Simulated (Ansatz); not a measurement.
## KMgF3 (cubic perovskite), frozen-phonon scan

KMgF$_{3}$ (cubic perovskite)

```xyz
10
Lattice="8.1085 0.0000 0.0000 4.0543 4.0543 0.0000 0.0000 0.0000 4.0543" Properties=species:S:1:pos:R:3 pbc="T T T"
K     10.1357     2.0271     2.0271
K      6.0814     2.0271     2.0271
Mg     0.0000     0.0000     0.0000
Mg     4.0543     0.0000     0.0000
F      8.1085     2.0271     0.0000
F      4.0543     2.0271     0.0000
F      2.0271     0.0000     0.0000
F      6.0814     0.0000     0.0000
F      0.0000     0.0000     2.0271
F      4.0543     0.0000     2.0271
```

The atoms are displaced by Q × the pattern below (from a DFPT mode at M = (0.5, 0.5, 0.0), largest move 1; Q in Å), at fixed cell. (q is in reciprocal vectors of the primitive cell; the cell shown is doubled to hold the pattern.)

```
atom      x      y       z
----  -----  -----  ------
Mg3   0.000  0.000   1.000
Mg4   0.000  0.000  -1.000
F9    0.000  0.000   0.765
F10   0.000  0.000  -0.765
```

Atoms not listed stay in place.

Method: PBE (plane waves to 420 eV, PAW, scalar-relativistic; Ansatz, a first-principles code). k mesh 8×8×8 (Γ-centred), Fermi-Dirac smearing 0.05 eV. E stands for the smeared free energy. KMgF3 was relaxed with its symmetry unable to fall. The zero of ΔE is the undisplaced structure.

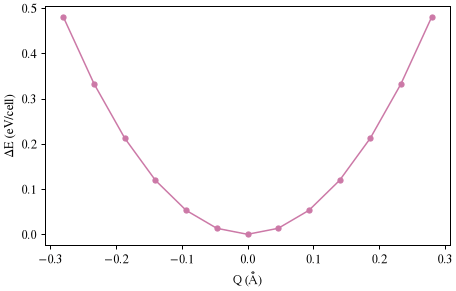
*ΔE (eV/cell) against Q (Å); markers are the computed points, lines only join them.*

The energy at Q = 0.280 Å is 480 meV/cell. Space group of the distorted cell: P4/nmm (No. 129), lowered from Pm-3m. Symmetry of the curve: even: the same for both signs. Harmonic wavenumber from the curvature (finite differences): 216 cm⁻¹. Wavenumber by perturbation theory (DFPT, on another k mesh): 216 cm⁻¹.

E″ = 12.13 eV/Å², M = Σ mᵢ|uᵢ|² = 70.8 u, ν̃ = 521.5·√(|E″|/M).

(A displaced cell: forces are minus the slopes of the energy, force constants its curvatures, and phonons follow from these.)
